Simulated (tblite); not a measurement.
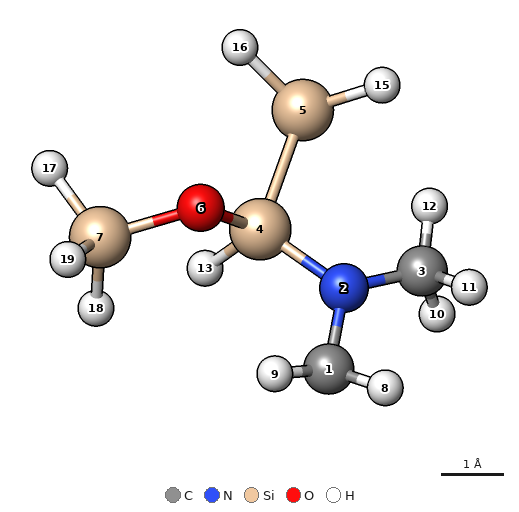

C$_{2}$H$_{12}$NOSi$_{3}$ (multiplicity 2), before the relaxation. A ball-and-stick model, seen from a free direction.

Level of theory: tblite 0.8.0, GFN2-xTB geometry optimisation, gas phase.

```xyz
19

C    -1.3085   -1.9739   -0.1592
N    -1.2090   -0.5552   -0.1777
C    -2.3866    0.1923   -0.0279
Si    0.3041    0.1688    0.2753
Si    0.1266    2.3891    0.3230
O     1.4694   -0.2576   -0.9182
Si    2.8540   -1.0043   -0.2546
H    -2.2083   -2.2358   -0.7672
H    -0.4307   -2.5047   -0.5941
H    -2.9116   -0.0657    0.9331
H    -3.1041   -0.1533   -0.8307
H    -2.2218    1.2765   -0.1102
H     0.8599   -0.2514    1.5763
H    -0.1289    2.8674    1.6749
H    -0.9089    2.8387   -0.6208
H     1.4285    2.9348   -0.1028
H     3.9020   -0.0020    0.0440
H     2.4786   -1.7152    0.9887
H     3.3856   -1.9392   -1.2594
```

What does the optimiser find from here?

Answer. The atom that moves furthest after the best rigid fit is H19 (1.51 Å). By element the largest moves are H 1.51 Å, O 1.24 Å, Si 0.61 Å, N 0.30 Å, C 0.29 Å. Among the contacts that change: Si4–Si7 2.856 → 3.199 Å, Si4–O6 1.722 → 1.627 Å, O6–Si7 1.707 → 1.617 Å, Si4–Si5 2.228 → 2.292 Å. Bond angles that change, for instance: Si4–O6–Si7 112.8° → 160.9°, H8–C1–H9 108.1° → 120.7°, N2–C1–H8 106.4° → 119.0°. Groups turn about Si4–O6 by about 125°, O6–Si7 by about 115°. The energy falls by 1.153 eV in 169 geometry steps.

History of the run:

| step | E − E(0), eV |
| --- | --- |
| 0 | 0.0000 |
| 1 | -0.3491 |
| 2 | -0.5309 |
| 3 | -0.6171 |
| 4 | -0.7125 |
| 5 | -0.7483 |
| 6 | -0.8059 |
| 7 | -0.8441 |
| 8 | -0.8733 |
| 9 | -0.8958 |
| 10 | -0.9185 |
| 18 | -1.0187 |
| 27 | -1.0711 |
| 35 | -1.0961 |
| 43 | -1.1096 |
| 52 | -1.1163 |
| 60 | -1.1214 |
| 69 | -1.1291 |
| 77 | -1.1330 |
| 85 | -1.1345 |
| 94 | -1.1368 |
| 102 | -1.1376 |
| 110 | -1.1383 |
| 119 | -1.1428 |
| 127 | -1.1477 |
| 136 | -1.1501 |
| 144 | -1.1512 |
| 152 | -1.1519 |
| 161 | -1.1524 |
| 169 | -1.1526 |

Final geometry:

```xyz
19

C    -1.0365   -1.9004   -0.0867
N    -1.0722   -0.5430    0.0942
C    -2.3404    0.0815   -0.1882
Si    0.2374    0.3139    0.8625
Si    0.1738    2.5408    0.3248
O     1.6383   -0.2975    0.3059
Si    2.6852   -1.1775   -0.5570
H    -1.8291   -2.3725   -0.6322
H    -0.1044   -2.4019    0.0656
H    -3.1049   -0.2491    0.5219
H    -2.6772   -0.1814   -1.1945
H    -2.2486    1.1638   -0.1188
H     0.3059   -0.0747    2.2860
H    -0.8486    3.2470    1.1111
H    -0.1402    2.8479   -1.0789
H     1.4421    3.2153    0.6136
H     3.8955   -0.3605   -0.6036
H     2.8900   -2.4383    0.1556
H     2.1243   -1.4040   -1.8888
```

After the run, drawn alike:

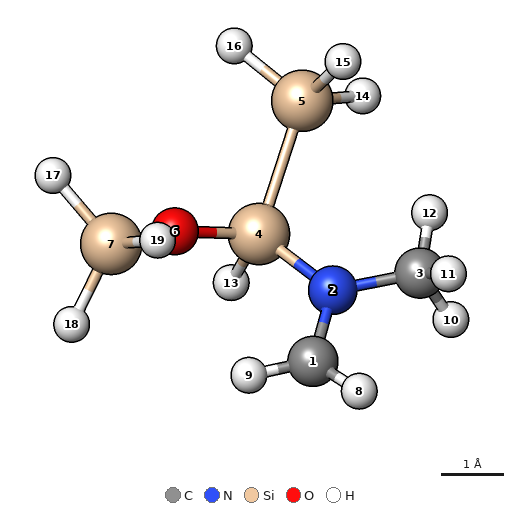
